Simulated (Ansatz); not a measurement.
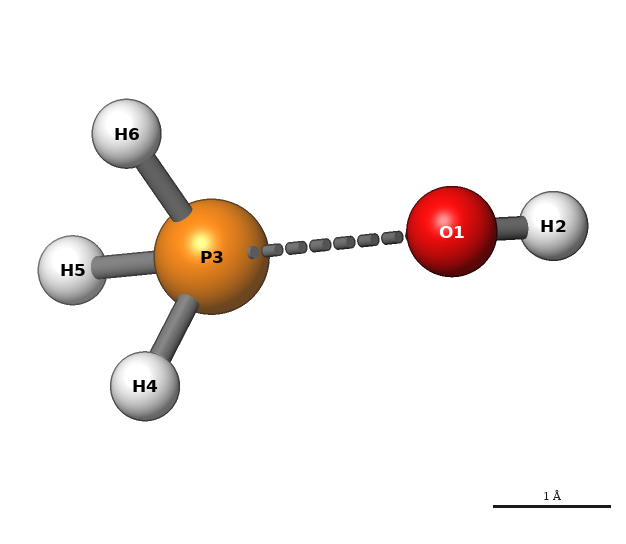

Two molecules or ions; the broken line marks their closest contact (measured against van der Waals radii). Charge −1, singlet. Geometry: a pair of rigid molecules at a changed separation. Program: Ansatz 0.2.0.

Question: Which two species are they?

Answer: HO and PH3 (`P.[OH-]`).

Question: How long is the contact?

Answer: O1···P3 is 2.99 Å.

Give the counterpoise-corrected interaction energy (kcal/mol, monomers kept as in the pair) with RHF-CCSD(T) (frozen core)/def2-TZVPPD; PBE-D4/def2-TZVPPD; PBE0-D4/def2-TZVPPD; B3LYP-D4/def2-TZVPPD; ωB97M-V/def2-TZVPPD; r2SCAN-D4/def2-TZVPPD.

```json
{"level": "RHF-CCSD(T) (frozen core)/def2-TZVPPD", "interaction energy (kcal/mol)": "−9.4"}
{"level": "PBE-D4/def2-TZVPPD", "interaction energy (kcal/mol)": "−12.6"}
{"level": "PBE0-D4/def2-TZVPPD", "interaction energy (kcal/mol)": "−11.5"}
{"level": "B3LYP-D4/def2-TZVPPD", "interaction energy (kcal/mol)": "−11.6"}
{"level": "ωB97M-V/def2-TZVPPD", "interaction energy (kcal/mol)": "−10.6"}
{"level": "r2SCAN-D4/def2-TZVPPD", "interaction energy (kcal/mol)": "−12.0"}
```
